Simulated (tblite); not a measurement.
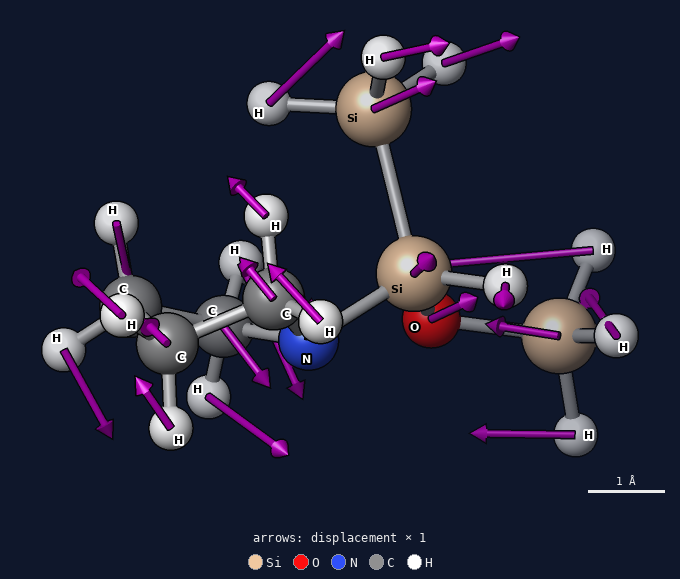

This is a relaxation of C$_{4}$H$_{15}$NOSi$_{3}$. The starting structure is drawn; purple arrows show the displacements, at their true length. The two geometries are superimposed by the best rigid fit.

The picture is a ball-and-stick view, seen at a tilt.

Level of theory: GFN2-xTB geometry optimisation, gas phase (tblite). 

Q: Which element moves most?

A: Hydrogen: up to 2.51 Å, against 1.22 Å for silicon.

Q: What did the optimiser do to the structure, and how much energy did it gain?

A: The atom that moves furthest after the best rigid fit is an H atom (2.51 Å). Largest moves by element: H 2.51 Å, Si 1.22 Å, C 1.10 Å, O 1.04 Å, N 0.57 Å. Among the contacts that change: Si–Si 2.827 → 3.190 Å, O–Si 1.730 → 1.611 Å, O–Si 1.723 → 1.629 Å, N–Si 1.785 → 1.713 Å. Among the angles between lasting bonds that change: Si–O–Si 109.9° → 159.7°, Si–N–C 106.9° → 125.9°, O–Si–H 111.6° → 99.8°. Groups turn about O–Si by about 120°, C–C by about 40°, C–C by about 25°. Over 275 geometry steps the energy falls by 1.448 eV.
